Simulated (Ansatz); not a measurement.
# USVWN5/def2-SVPD run of C2H3Ge (SMILES [C]#[C][GeH3])

Aim: the vertical electron affinity of C2H3Ge at USVWN5/def2-SVPD, from 2 runs. 

Program for the calculation: Ansatz 0.2.0.

55 further runs of the same task are left out: 6 that didn't finish, 49 set aside as unsound or not needed. Runs told in other sessions of the task aren't counted.

### 1 The system as given

C2H3Ge: 6 atoms, total charge 0, spin state doublet. SMILES: `[C]#[C][GeH3]`. Geometry: relaxed at PBE0-D4/def2-TZVP.

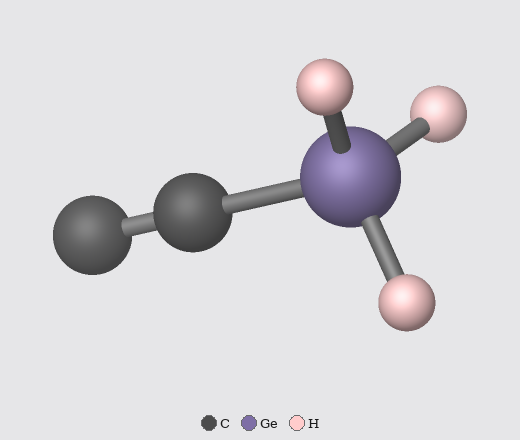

Viewed from a chosen angle; carbon dark grey, germanium purple, hydrogen pink.

### 2 The energy at USVWN5/def2-SVPD

in.yaml reads:

```yaml
crystal:
  periodic: [false, false, false]
  atoms:
    - {symbol: C, position_ang: [1.063000, -1.993700, 1.127200]}
    - {symbol: C, position_ang: [0.554800, -1.039400, 0.581600]}
    - {symbol: Ge, position_ang: [-0.244200, 0.461100, -0.277700]}
    - {symbol: H, position_ang: [-1.482100, -0.028100, -1.035900]}
    - {symbol: H, position_ang: [0.783700, 1.059700, -1.242900]}
    - {symbol: H, position_ang: [-0.633000, 1.476400, 0.801400]}
basis:
  gaussian: {orbitals: def2-SVPD}
magnetization: {spin_polarized: true, initial_magnetization: 1}
hamiltonian: {xc: {name: SVWN5}}
accuracy: high
output: {orbitals: {seedname: orbitals}}
```

Launch:

```sh
ansatz run in.yaml --threads 1 --pin off --max-ram 3480MiB --events-out events.jsonl --progress --plain --runs-dir runs
```

The log of the run:

```text
Warning: RAYON_NUM_THREADS=1 ignored (pool sized by the plan → 1); use --threads N
Functional definition: SVWN5
  name "SVWN5"
  exchange = slater_x
  correlation = vwn5_c
2013 factors; integrals over basis functions are off by at most 4.5e-9 eV
mean field evaluation 1: about -58515.2926 eV, gradient 3.6e1 eV
mean field evaluation 2: about -58499.6370 eV, gradient 6.0e1 eV
mean field evaluation 4: about -58520.9545 eV, gradient 4.8e0 eV
mean field evaluation 8: about -58521.0812 eV, gradient 1.8e-1 eV
mean field evaluation 16: about -58521.0814 eV, gradient 2.3e-5 eV
mean field evaluation 32: about -58520.4239 eV, gradient 8.1e0 eV
mean field -58521.08141055 eV, -2150.6100748242 hartree, gradient 2.6e-8 eV, S^2 0.769208; 4 other end points of the search recorded, 0 dependent functions left out
reference -58521.08141468 eV, -2150.6100749760 hartree; 24, 23 occupied and 78, 79 virtual orbitals, 2013 factors
Total energy: -58521.08141468 eV, -2150.6100749760 hartree
```

Run time: 7.8 s. Hardware: 1 thread of Arm Neoverse V1, shared host; peak memory 0.29 GiB.

### 3 The singlet anion, same level

input.yaml reads:

```yaml
crystal:
  periodic: [false, false, false]
  atoms:
    - symbol: C
      position_ang: [1.063000, -1.993700, 1.127200]
    - symbol: C
      position_ang: [0.554800, -1.039400, 0.581600]
    - symbol: Ge
      position_ang: [-0.244200, 0.461100, -0.277700]
    - symbol: H
      position_ang: [-1.482100, -0.028100, -1.035900]
    - symbol: H
      position_ang: [0.783700, 1.059700, -1.242900]
    - symbol: H
      position_ang: [-0.633000, 1.476400, 0.801400]
basis:
  gaussian:
    orbitals: def2-SVPD
total_charge: -1
hamiltonian:
  xc: {name: SVWN5}
accuracy: high
output: {orbitals: {seedname: orbitals}}
```

Launch:

```sh
ansatz run input.yaml --threads 1 --pin off --max-ram 3480MiB --events-out events.jsonl --progress --plain --runs-dir runs
```

The log of the run:

```text
Warning: RAYON_NUM_THREADS=1 ignored (pool sized by the plan → 1); use --threads N
Functional definition: SVWN5
  name "SVWN5"
  exchange = slater_x
  correlation = vwn5_c
2014 factors; integrals over basis functions are off by at most 4.5e-9 eV
mean field evaluation 1: about -58518.8496 eV, gradient 5.0e1 eV
mean field evaluation 2: about -58419.8039 eV, gradient 1.5e2 eV
mean field evaluation 4: about -58523.3893 eV, gradient 1.9e1 eV
mean field evaluation 8: about -58524.2858 eV, gradient 3.2e-1 eV
mean field evaluation 16: about -58524.2833 eV, gradient 1.4e-5 eV
mean field -58524.28331432 eV, -2150.7277426172 hartree, gradient 3.8e-8 eV, S^2 0.000000; 0 other end points of the search recorded, 0 dependent functions left out
reference -58524.28331804 eV, -2150.7277427538 hartree; 24, 24 occupied and 78, 78 virtual orbitals, 2014 factors
Total energy: -58524.28331804 eV, -2150.7277427538 hartree
```

Run time: 4.8 s. Hardware: 1 thread of Arm Neoverse V1, shared host; peak memory 0.25 GiB.

### 4 Outcome

At USVWN5/def2-SVPD:

| quantity | value |
| --- | --- |
| doublet C2H3Ge: total energy | -2150.61007 Eh |
| doublet C2H3Ge: HOMO energy (highest over α and β) | -7.15 eV |
| doublet C2H3Ge: LUMO energy (lowest over α and β) | -6.55 eV |
| doublet C2H3Ge: ⟨S²⟩ | 0.769 |
| singlet anion: total energy | -2150.72774 Eh |
| singlet anion: HOMO energy | 0.18 eV |
| singlet anion: LUMO energy | 3.06 eV |
| singlet anion: HOMO–LUMO gap (to an unbound level, set by the basis) | 2.87 eV |
| vertical electron affinity (to the singlet anion) | 3.202 eV |

**Reading.** At fixed nuclei the extra electron is bound by 3.20 eV (74 kcal/mol). The HOMO (singlet anion) lies at positive energy, 0.18 eV, from the functional's self-interaction, a short basis or an electron that isn't bound; only total energies against the neutral tell.
